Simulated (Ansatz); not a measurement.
**Ta3W (Fm-3m): bands and what follows from them**

What do the bands of Ta3W (Fm-3m) imply? The runs give the Fermi surface and transport coefficients.

Program: Ansatz 0.2.0. Level of theory: DFT r²SCAN, scalar-relativistic, plane waves, PAW. These are calculated values, not measurements.

5 further runs of the same task are left out: 1 that didn't finish, 4 set aside as unsound or not needed. Runs told in other sessions of the task aren't counted.

## Step 1: The starting structure

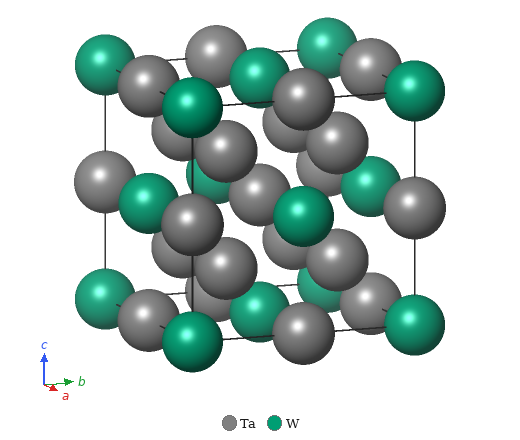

Start, viewed slightly off an axis; tantalum grey, tungsten teal. Atoms on the faces are drawn again on the opposite ones. The cell drawn here is the conventional one.

Structure file:

```
CELL_PARAMETERS angstrom
0.00000 3.26717 3.26717
3.26717 0.00000 3.26717
3.26717 3.26717 0.00000
ATOMIC_POSITIONS crystal
Ta 0.25000 0.25000 0.25000
Ta 0.75000 0.75000 0.75000
Ta 0.50000 0.50000 0.50000
W 0.00000 0.00000 0.00000
```

The cell is the database one, not relaxed. At r²SCAN, an earlier run found -0.71 GPa for this cell of 17.438 Å³/atom (10×10×10 mesh), metallic.

## Step 2: Bands on a fine mesh, Fermi surface

The input, input.yaml:

```yaml
crystal:
  lattice:
    - [0.0, 3.267173784, 3.267173784]
    - [3.267173784, 0.0, 3.267173784]
    - [3.267173784, 3.267173784, 0.0]
  atoms:
    - { symbol: Ta, position: [0.25, 0.25, 0.25] }
    - { symbol: Ta, position: [0.75, 0.75, 0.75] }
    - { symbol: Ta, position: [0.5, 0.5, 0.5] }
    - { symbol: W, position: [0.0, 0.0, 0.0] }
basis:
  ecutwfc: 500
  ecutrho_ratio: 4
kpoints:
  mp_grid: { grid: [10, 10, 10] }
hamiltonian:
  xc: r2scan
scf:
  occupations: { method: gaussian, width: 0.05 }
output:
  forces: true
  stress: true
  eigenvalues: true
  eigenstates:
    nscf_kmesh: { grid: [12, 12, 12] }
    de_dk: true
    e_range: [-2.5, 2.5]
  write_density: true
  write_potential: true
  elf: true
  volumetric_format: npy
```

Launch:

```
> ansatz run input.yaml --threads 4 --pin off --max-ram 9216MiB --backend cpu --events-out ev --progress --plain --runs-dir out
```

Log (excerpt; [...] marks lines left out):

```text
Warning: RAYON_NUM_THREADS=4 ignored (pool sized by the plan → 4); use --threads N
[...]
Pseudopotentials: kind: paw
Pseudopotential: Ta, paw, valence charge 13, recommended cutoff 500 eV (meta_gga), Ta.paw.azcp
Pseudopotential: W, paw, valence charge 14, recommended cutoff 500 eV (meta_gga), W.paw.azcp
Functional definition: r2SCAN
[...]
Crystal: 4 atoms, lattice volume = 69.750 Å³
Basis set: ecut = 500 eV, 1807 PW (Γ), exchange–correlation on 144×144×144 points (64 copies of the dense FFT grid, shifted against one another)
Bands: 32, of which v1, the nominal top of the filled ones, is band 27 counted from 1 (26 counted from 0)
Symmetry: 48 space group operations
Space group: Fm-3m (ITA 225), of the structure as read, at distance tolerance 4.1e-5 Å
k-points: 47 of 1000
[...]
SCF iter   1: F=—  HF=-40230.349221 eV  |F-HF|=—  |Δ(HF+E_count)|=         —  Δρ=6.80e-3  dr2=2.96e-2  dr2_τ=9.08e-2  ethr=1.77e-3  ⟨swp⟩=5.1  Hψ=6075  notcnv=0
[...]
SCF iter  10: F=-40230.412012 eV  HF=-40230.412012 eV  |F-HF|=7.28e-12  |Δ(HF+E_count)|=  1.46e-11  Δρ=2.47e-8  dr2=2.53e-13  dr2_τ=1.61e-13  ethr=1.00e-12  ⟨swp⟩=9.1  Hψ=6769  notcnv=0
[...]
NSCF: frozen V_eff on 72 k-points
SCF converged after 10 iterations
Free energy (F): -40230.412012 eV
[...]
E sigma→0 (E₀):  -40230.409753 eV
Entropy (-TS):   -0.004519 eV (-1.130 meV/atom)
Fermi energy:    19.206319 eV
[...]
--- Forces (eV/Å), atoms counted from 1 ---
  atom   1  Ta     0.00000000    -0.00000000     0.00000000
  atom   2  Ta     0.00000000     0.00000000     0.00000000
  atom   3  Ta     0.00000000     0.00000000     0.00000000
  atom   4  W     -0.00000000     0.00000000     0.00000000
[...]
--- Stress (GPa, compression-positive) ---
       -0.708772       0.000000       0.000000
        0.000000      -0.708772       0.000000
        0.000000       0.000000      -0.708772
  P = ⅓ Tr σ = -0.7088 GPa (-7.088 kbar)
--- Band table (eV; the first three rows and the last of 47) ---
[...]
--- Fermi surface from the table of eigenstates, both spin states counted (twice the sheets' area in a run without spin) ---
  How far the three rows differ hints at the mesh's error and does not bound it.
  reading                E - E_F (eV)   area (Å⁻²)  resistivity times mean free path along x, y, z (Ω·m²), under one mean free path over the surface
  by tetrahedra                0.0103       59.909  5.1030e-16  5.1030e-16  5.1030e-16
  by the states' slopes        0.0254       57.231  5.3417e-16  5.3417e-16  5.3417e-16
  on every second point        0.0106       59.608  5.1288e-16  5.1288e-16  5.1288e-16
```

Run time: 8.9 s. Hardware: 4 threads of Arm Neoverse V1, shared host; peak memory 0.65 GiB.

Result: volume 17.438 Å³/atom, pressure -0.71 GPa, metallic.

Bands that cross the Fermi level on the 12×12×12 mesh (edges cut at 2.5 eV from it):

```csv
spin,band,lowest (eV),highest (eV)
both,24,-1.60,0.42
both,25,-1.57,0.89
both,26,-1.51,0.95
both,27,-1.10,1.30
both,28,-1.10,1.79
```

Axes a, b and c in the maps are those of this run's conventional cell (a, b, c = 6.534, 6.534, 6.534 Å).

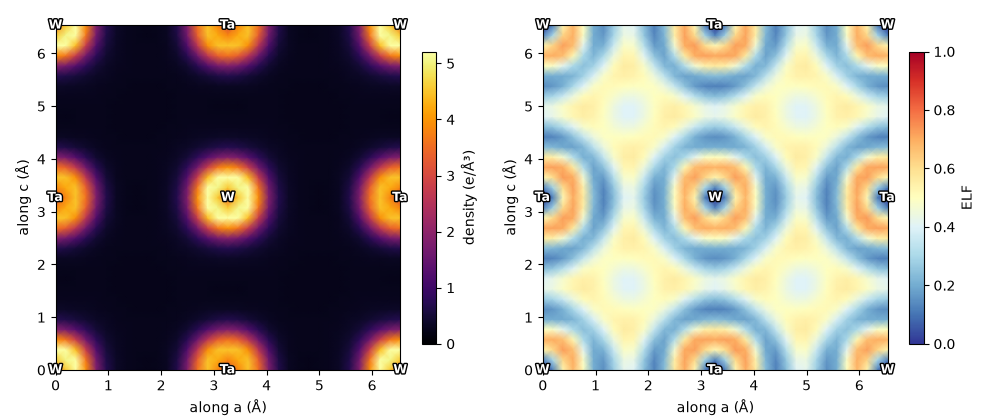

Density (left) and ELF (right) in a lattice plane of the grid's cell (edges 6.53 and 6.53 Å, at 0.000 of the third edge), which holds Ta and W. Only atoms in the plane are labelled. Both are smooth fields of the valence electrons: close to the nuclei they are not physical.

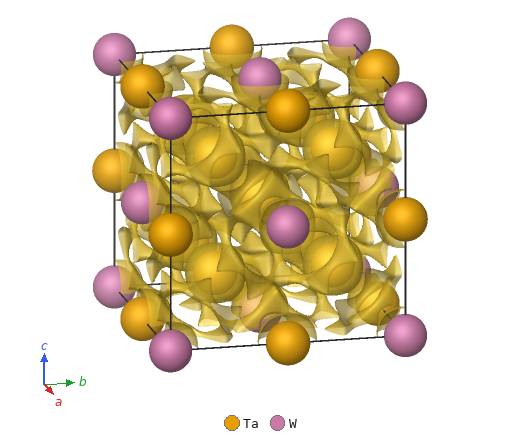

Surface of ELF = 0.50, drawn in one cell.

Outside the cores ELF peaks at 0.56 between the atoms, 1.7 Å from W.

## Step 3: States of the whole zone by energy, transport at constant relaxation time

Edit input.yaml of step 2 so:

```diff
@@ -23,9 +23,2 @@
   eigenvalues: true
-  eigenstates:
-    nscf_kmesh: { grid: [12, 12, 12] }
-    de_dk: true
-    e_range: [-2.5, 2.5]
-  write_density: true
-  write_potential: true
-  elf: true
-  volumetric_format: npy
+  states_by_energy: { minimum_broadening: 0.05 }
```

Launch:

```
> ansatz run input.yaml --threads 4 --pin off --max-ram 9216MiB --backend cpu --events-out ev --progress --plain --runs-dir out
```

Log (excerpt; [...] marks lines left out):

```text
Warning: RAYON_NUM_THREADS=4 ignored (pool sized by the plan → 4); use --threads N
[...]
Pseudopotentials: kind: paw
Pseudopotential: Ta, paw, valence charge 13, recommended cutoff 500 eV (meta_gga), Ta.paw.azcp
Pseudopotential: W, paw, valence charge 14, recommended cutoff 500 eV (meta_gga), W.paw.azcp
Functional definition: r2SCAN
[...]
Crystal: 4 atoms, lattice volume = 69.750 Å³
Basis set: ecut = 500 eV, 1807 PW (Γ), exchange–correlation on 144×144×144 points (64 copies of the dense FFT grid, shifted against one another)
Bands: 32, of which v1, the nominal top of the filled ones, is band 27 counted from 1 (26 counted from 0)
Symmetry: 48 space group operations
Space group: Fm-3m (ITA 225), of the structure as read, at distance tolerance 4.1e-5 Å
k-points: 47 of 1000
[...]
SCF iter   1: F=—  HF=-40230.349221 eV  |F-HF|=—  |Δ(HF+E_count)|=         —  Δρ=6.80e-3  dr2=2.96e-2  dr2_τ=9.08e-2  ethr=1.77e-3  ⟨swp⟩=5.1  Hψ=6075  notcnv=0
[...]
SCF iter   7: F=-40230.412012 eV  HF=-40230.412012 eV  |F-HF|=7.04e-9  |Δ(HF+E_count)|=   9.17e-8  Δρ=4.75e-6  dr2=8.83e-9  dr2_τ=2.03e-9  ethr=1.89e-10  ⟨swp⟩=8.4  Hψ=5717  notcnv=0
[...]
NSCF: frozen V_eff on 8 k-points
SCF converged after 7 iterations
Free energy (F): -40230.412012 eV
[...]
E sigma→0 (E₀):  -40230.409753 eV
Entropy (-TS):   -0.004519 eV (-1.130 meV/atom)
Fermi energy:    19.206325 eV
[...]
--- Forces (eV/Å), atoms counted from 1 ---
  atom   1  Ta    -0.00000000     0.00000000    -0.00000000
  atom   2  Ta    -0.00000000     0.00000000    -0.00000000
  atom   3  Ta     0.00000000    -0.00000000    -0.00000000
  atom   4  W     -0.00000000     0.00000000     0.00000000
[...]
--- Stress (GPa, compression-positive) ---
       -0.709014       0.000000       0.000000
        0.000000      -0.709014       0.000000
        0.000000      -0.000000      -0.709014
  P = ⅓ Tr σ = -0.7090 GPa (-7.090 kbar)
--- Band table (eV; the first three rows and the last of 47) ---
[...]
```

It took 4.8 min on 4 threads of Arm Neoverse V1, shared host; peak memory 1.2 GiB.

Result: volume 17.438 Å³/atom, pressure -0.71 GPa, a metal on this mesh.

A script then sums the file of states by energy over Fermi windows, for rigid-band transport at a constant relaxation time τ. Negative carriers are holes, and the chemical potential counts from the run's Fermi level:

```csv
T (K),electrons added (10¹⁹ cm⁻³),chemical potential (eV),σ/τ xx (10²⁰/Ω m s),Seebeck xx (μV/K),Lorenz xx (10⁻⁸ V²/K²)
600,0,0.023,14.1,6,2.39
600,1,0.023,14.1,6,2.39
600,-1,0.023,14.1,6,2.39
600,10,0.025,14.1,6,2.39
600,-10,0.021,14.1,6,2.39
600,100,0.041,14,6,2.39
600,-100,0.005,14.2,6,2.39
900,0,0.029,14,8,2.32
900,1,0.029,14,8,2.32
900,-1,0.028,14,8,2.32
900,10,0.030,14,8,2.32
900,-10,0.027,14,8,2.32
900,100,0.046,13.9,9,2.32
900,-100,0.011,14.1,8,2.31
```

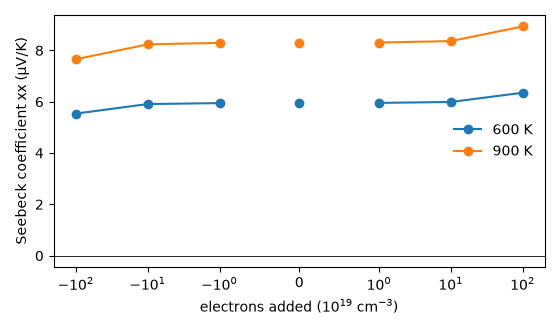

Seebeck coefficient against doping.

## Step 4: Summary of results

| quantity | value |
| --- | --- |
| Fermi-surface area, spins summed | 59.91 Å⁻² |
| resistivity × mean free path, xx and zz | 0.51, 0.51 × 10⁻¹⁵ Ω m² |
| largest S²σ/τ along x | at 900 K with 100 × 10¹⁹ cm⁻³ electrons, S = 9 μV/K |

**Reading.** On the fine mesh the Fermi surface has sheets from 5 bands. Among the cases computed, S²σ/τ along x is largest at 900 K for electron doping of 100 × 10¹⁹ cm⁻³. That is the edge of the range tried, not a located peak. Spin–orbit coupling is left out, though the cell holds W; in elements this heavy it can shift levels and gaps by tenths of an eV.
